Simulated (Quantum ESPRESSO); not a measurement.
# NiS: non-collinear starts, part 2 of 2

Wanted: energies and final angles of several spin textures of NiS

Quantum ESPRESSO 7.5; LDA with U = 6 eV on Ni d (ortho-atomic projectors); plane waves with GBRV 1.5 LDA potentials, no spin-orbit coupling.

So far, absolute magnetization (μB): step 3 (start 2: two sublattices 30 degrees apart) 2.86; step 4 (start 3: random 1) 2.86.

The database entry behind the starting cell differs from later determinations by our own check (about 0.4 % short), so it need not match the best structure at ambient conditions.

### 5. Start 4: collinear alternating

The input, pw.in:

```
&CONTROL
  calculation = 'scf'
  prefix = 'pwscf'
  outdir = './tmp'
  pseudo_dir = './pseudo'
  disk_io = 'nowf'
/
&SYSTEM
  ibrav = 0
  celldm(1) = 8
  nat = 4
  ntyp = 3
  ecutwfc = 34
  ecutrho = 238
  nbnd = 66
  occupations = 'smearing'
  smearing = 'fd'
  degauss = 0.00734986
  noncolin = .true.
  starting_magnetization(1) = 0.1111
  angle1(1) = 0
  angle2(1) = 0
  starting_magnetization(2) = 0.1111
  angle1(2) = 180
  angle2(2) = 0
  starting_magnetization(3) = 0
  nosym = .true.
/
&ELECTRONS
  conv_thr = 4d-08
  electron_maxstep = 150
  mixing_beta = 0.3
/
ATOMIC_SPECIES
Ni1    58.6934 ni_lda_v1.4.uspp.F.UPF
Ni2    58.6934 ni_lda_v1.4.uspp.F.UPF
S      32.0600 s_lda_v1.4.uspp.F.UPF
CELL_PARAMETERS alat
   0.8090389971054    0.0000000000000    0.0000000000000
  -0.4045194985527    0.7006483241546    0.0000000000000
   0.0000000000000    0.0000000000000    1.2613921881877
ATOMIC_POSITIONS crystal
Ni1     0.0000000000    0.0000000000    0.0000000000
Ni2     0.0000000000    0.0000000000    0.5000000000
S       0.3333333333    0.6666666667    0.2500000000
S       0.6666666667    0.3333333333    0.7500000000
K_POINTS automatic
5 5 3 0 0 0
HUBBARD {ortho-atomic}
U Ni1-3d 6.0000
U Ni2-3d 6.0000
```

Command:

```console
OMP_NUM_THREADS=1 mpirun -n 4 pw.x -nk 4 -in pw.in > pw.out
```

Log:

```text
     [... lines left out ...]
Program PWSCF v.7.5 starts
     [... lines left out ...]
     number of atoms/cell      =            4
     [... lines left out ...]
     number of electrons       =        48.00
     number of Kohn-Sham states=           66
     kinetic-energy cutoff     =      34.0000  Ry
     charge density cutoff     =     238.0000  Ry
     scf convergence threshold =      4.0E-08
     [... lines left out ...]
     Noncollinear calculation without spin-orbit
     [... lines left out ...]
     No symmetry found
     [... lines left out ...]
     number of k points=    75  Fermi-Dirac smearing, width (Ry)=  0.0073
     [... lines left out ...]
     iteration # 24     ecut=    34.00 Ry     beta= 0.30
     [... lines left out ...]
     atom number    1 relative position :    0.0000   0.0000   0.0000
     [... lines left out ...]
     magnetization :          0.000000    0.000000    1.262769
     [... lines left out ...]
     atom number    2 relative position :    0.0000   0.0000   0.6307
     [... lines left out ...]
     magnetization :         -0.000000    0.000000   -1.262792
     [... lines left out ...]
     atom number    3 relative position :   -0.0000   0.4671   0.3153
     [... lines left out ...]
     magnetization :          0.000000    0.000000    0.000008
     [... lines left out ...]
     atom number    4 relative position :    0.4045   0.2335   0.9460
     [... lines left out ...]
     magnetization :          0.000000    0.000000    0.000008
     [... lines left out ...]
     Tr[ns(  1)] (up, down, total) =   4.90416  3.63776  8.54192
     [... lines left out ...]
     Tr[ns(  2)] (up, down, total) =   3.63773  4.90415  8.54188
     [... lines left out ...]
     the Fermi energy is    12.5289 ev
!    total energy              =    -734.24351910 Ry
     estimated scf accuracy    <       0.00000001 Ry
     smearing contrib. (-TS)   =      -0.00014685 Ry
     [... lines left out ...]
     total magnetization       =     0.00     0.00    -0.00 Bohr mag/cell
     absolute magnetization    =     2.86 Bohr mag/cell
     convergence has been achieved in  24 iterations
```

It took 1.9 min on 4 MPI ranks of Arm Neoverse V2, shared host; peak memory 0.6 GiB.

Spin moment in the atom's sphere by atom:

```tsv
atom	x (μB)	y (μB)	z (μB)	size
Ni1	0.00	0.00	1.26	1.26
Ni2	0.00	0.00	-1.26	1.26
S3	0.00	0.00	0.00	0.00
S4	0.00	0.00	0.00	0.00
```

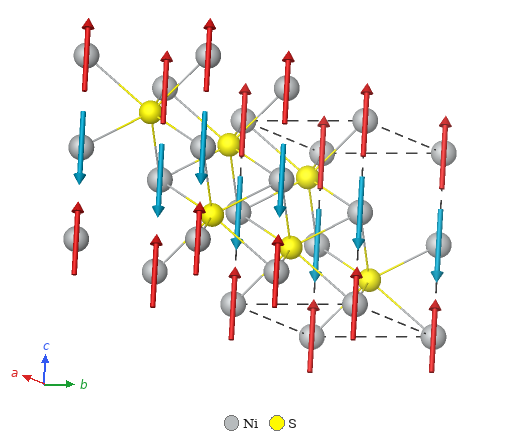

Spin moment in the atom's sphere as arrows, the longest 1.26 μB. The two directions have two colours. Bonds to atoms that aren't drawn are left out. 3×1×1 cells are drawn. Some periodic images of atoms are drawn too.

Numbers from this step:

* smearing term TS: 0.001998 eV
* magnetization: 0, 0, 0 μB
* absolute magnetization: 2.858 μB
* final state: antiferromagnetic

### 6. What a mistake does

As a test, an input with a fault in it is run.

The input, pw.in:

```
&CONTROL
  calculation = 'scf'
  prefix = 'pwscf'
  outdir = './tmp'
  pseudo_dir = './pseudo'
  disk_io = 'nowf'
/
&SYSTEM
  ibrav = 0
  nat = 4
  ntyp = 2
  ecutwfc = 34
  ecutrho = 238
  nbnd = 35
  occupations = 'smearing'
  smearing = 'fd'
  degauss = 0.29399458
  nspin = 2
  starting_magnetization(1) = 0.1111
  starting_magnetization(2) = 0
/
&ELECTRONS
  conv_thr = 4d-08
  electron_maxstep = 60
  mixing_beta = 0.3
/
ATOMIC_SPECIES
Ni     58.6934 ni_lda_v1.4.uspp.F.UPF
S      32.0600 s_lda_v1.4.uspp.F.UPF
CELL_PARAMETERS angstrom
   3.4250000000    0.0000000000    0.0000000000
  -1.7125000000    2.9661370080    0.0000000000
   0.0000000000    0.0000000000    5.3400000000
ATOMIC_POSITIONS crystal
Ni      0.0000000000    0.0000000000    0.0000000000
Ni      0.0000000000    0.0000000000    0.5000000000
S       0.3333333333    0.6666666667    0.2500000000
S       0.6666666667    0.3333333333    0.7500000000
K_POINTS automatic
5 5 3 0 0 0
HUBBARD {ortho-atomic}
U Ni-3d 6.0000
```

Log:

```text
[banner, memory and clock lines left out]
Program PWSCF v.7.5 starts

     Message from routine setup:
     using ibrav=0 with symmetry is DISCOURAGED, use correct ibrav instead

     bravais-lattice index     =            0
     lattice parameter (alat)  =       6.4723  a.u.
     unit-cell volume          =     366.0915 (a.u.)^3
     number of atoms/cell      =            4
     number of atomic types    =            2
     number of electrons       =        48.00
     number of Kohn-Sham states=           35
     kinetic-energy cutoff     =      34.0000  Ry
     charge density cutoff     =     238.0000  Ry
     scf convergence threshold =      4.0E-08
     mixing beta               =       0.3000
     number of iterations used =            8  plain     mixing
     Exchange-correlation=  SLA  PZ   NOGX NOGC
                           (   1   1   0   0   0   0   0)
     Hubbard projectors: ortho-atomic
     Hubbard parameters of DFT+U (Dudarev formulation) in eV:
     U(Ni-3d) =  6.0000

     Internal variables: lda_plus_u =T, lda_plus_u_kind = 0

     Internal variables: orbital_resolved =F, hub_pot_fix =F, apply_U = F

     [... lines left out ...]
     PseudoPot. # 1 for Ni read from file:
     ni_lda_v1.4.uspp.F.UPF
     Pseudo is Ultrasoft + core correction, Zval = 18.0

     PseudoPot. # 2 for S  read from file:
     s_lda_v1.4.uspp.F.UPF
     Pseudo is Ultrasoft + core correction, Zval =  6.0

     atomic species   valence    mass     pseudopotential
     Ni               18.00    58.69340     Ni( 1.00)
     S                 6.00    32.06000     S ( 1.00)

     Starting magnetic structure
     atomic species   magnetization
     Ni              0.111
     S               0.000

     24 Sym. Ops., with inversion, found (12 have fractional translation)

   Cartesian axes

     site n.     atom                  positions (alat units)
         1        Ni     tau(   1) = (   0.0000000   0.0000000   0.0000000  )
         2        Ni     tau(   2) = (   0.0000000   0.0000000   0.7795620  )
         3        S      tau(   3) = (  -0.0000000   0.5773503   0.3897810  )
         4        S      tau(   4) = (   0.5000000   0.2886751   1.1693431  )

     number of k points=    10  Fermi-Dirac smearing, width (Ry)=  0.2940

     Dense  grid:    22669 G-vectors     FFT dimensions: (  32,  32,  50)

     Smooth grid:     9769 G-vectors     FFT dimensions: (  25,  25,  40)

     Check: negative core charge=   -0.000007
     Generating pointlists ...
     new r_m :   0.2874 (alat units)  1.8598 (a.u.) for type    1
     new r_m :   0.2874 (alat units)  1.8598 (a.u.) for type    2

     Initial potential from superposition of free atoms

     starting charge      43.9999, renormalised to      48.0000

     STARTING HUBBARD OCCUPATIONS:

     =================== HUBBARD OCCUPATIONS ===================
     ------------------------ ATOM    1 ------------------------
     Tr[ns(  1)] (up, down, total) =   5.00000  3.00000  8.00000
     Atomic magnetic moment for atom   1 =   2.00000
     [... lines left out ...]
     ------------------------ ATOM    2 ------------------------
     Tr[ns(  2)] (up, down, total) =   5.00000  3.00000  8.00000
     Atomic magnetic moment for atom   2 =   2.00000
     [... lines left out ...]
     Number of occupied Hubbard levels =   16.0000

     Atomic wfc used for Hubbard projectors are orthogonalized

     Starting wfcs are   34 randomized atomic wfcs +    1 random wfcs

     Self-consistent Calculation

     iteration #  1     ecut=    34.00 Ry     beta= 0.30
     Davidson diagonalization with overlap
     ethr =  1.00E-02,  avg # of iterations =  6.1

     =================== HUBBARD OCCUPATIONS ===================
     ------------------------ ATOM    1 ------------------------
     Tr[ns(  1)] (up, down, total) =   1.69425  0.97073  2.66498
     Atomic magnetic moment for atom   1 =   0.72352
     [... lines left out ...]
     ------------------------ ATOM    2 ------------------------
     Tr[ns(  2)] (up, down, total) =   1.69425  0.97073  2.66498
     Atomic magnetic moment for atom   2 =   0.72352
     [... lines left out ...]
     Number of occupied Hubbard levels =    5.3300

     total energy              =    -715.91481090 Ry
     estimated scf accuracy    <      77.55075837 Ry

     total magnetization       =     1.29 Bohr mag/cell
     absolute magnetization    =     1.61 Bohr mag/cell

     [... further iterations left out ...]

     iteration # 16     ecut=    34.00 Ry     beta= 0.30
     Davidson diagonalization with overlap
     ethr =  3.60E-10,  avg # of iterations =  1.6

     Magnetic moment per site  (integrated on atomic sphere of radius R)
     atom   1 (R=0.287)  charge= 16.2961  magn=  0.0000
     atom   2 (R=0.287)  charge= 16.2961  magn=  0.0000
     atom   3 (R=0.287)  charge=  4.0265  magn=  0.0000
     atom   4 (R=0.287)  charge=  4.0265  magn=  0.0000

     End of self-consistent calculation

     =================== HUBBARD OCCUPATIONS ===================
     ------------------------ ATOM    1 ------------------------
     Tr[ns(  1)] (up, down, total) =   4.04548  4.04548  8.09097
     Atomic magnetic moment for atom   1 =   0.00000
     [... lines left out ...]
     ------------------------ ATOM    2 ------------------------
     Tr[ns(  2)] (up, down, total) =   4.04548  4.04548  8.09097
     Atomic magnetic moment for atom   2 =   0.00000
     [... lines left out ...]
     Number of occupied Hubbard levels =   16.1819

     [... lines left out ...]
     the Fermi energy is    13.4634 ev

!    total energy              =    -738.10204917 Ry
     estimated scf accuracy    <          2.7E-09 Ry
     smearing contrib. (-TS)   =      -6.96459443 Ry
     internal energy E=F+TS    =    -731.13745474 Ry

     The total energy is F=E-TS. E is the sum of the following terms:
     one-electron contribution =    -512.57280576 Ry
     hartree contribution      =     279.86582342 Ry
     xc contribution           =     -86.70854012 Ry
     ewald contribution        =    -412.40287980 Ry
     Hubbard energy            =       0.68094752 Ry

     total magnetization       =     0.00 Bohr mag/cell
     absolute magnetization    =     0.00 Bohr mag/cell

     convergence has been achieved in  16 iterations
```

It took 7.4 s on 4 MPI ranks; peak memory 0.33 GiB; 29 s of CPU time.

The run converged, but its input is faulty, so its numbers are not to be trusted.

The fault in the input: a smearing of electronvolts.

### 7. Ranking

States with no site moment of 0.15 μB are listed as non-magnetic. Textures, by row:

```tsv
start	final state	energy over the lowest (meV a seeded atom)	smallest moment (μB)	largest moment (μB)	net moment (μB a cell)	angles to the first moment (degrees)
collinear parallel	non-magnetic	484.3	0	5.88e-4	9.08e-4	-
two sublattices 30 degrees apart	antiferromagnetic	0	1.263	1.263	0	180
random 1	antiferromagnetic	0	1.263	1.263	6.80e-4	180
collinear alternating	antiferromagnetic	0	1.263	1.263	0	180
```

### 8. What came out

```
lowest start    : two sublattices 30 degrees apart, random 1 and collinear alternating
its final state : antiferromagnetic
its moments     : 1.26 μB
its net moment  : 0 μB a cell
```

In words: No finished start ends non-collinear. The mesh is coarse, so differences of some ten meV can be noise where moments are itinerant. Without spin–orbit coupling only the angles between moments matter. The parallel start nearly lost its moments. The cell holds only so many moments, so longer spirals cannot form in it. Energies are free energies at an electronic temperature of 1160 K, which lowers moments and differences where the moments are itinerant. The cutoff lies under the 40 Ry that these files are usually run at.

[Logs and program files are shortened in this print: banners, set-up blocks, solver, clock and traceback lines can be left out without a mark of their own.]

[Logs are printed without paths, hosts, clocks, repeated set-up lines and the standing remarks that a program may print on its own settings, such as how far it seeks lower states.]

[Hosts, paths, dates, database ids (printed as entryN), source tags and the programs' standing remarks are cut or masked in the printed files.]

[Where a cell is said to come from a database of computed structures, the database is the Materials Project.]
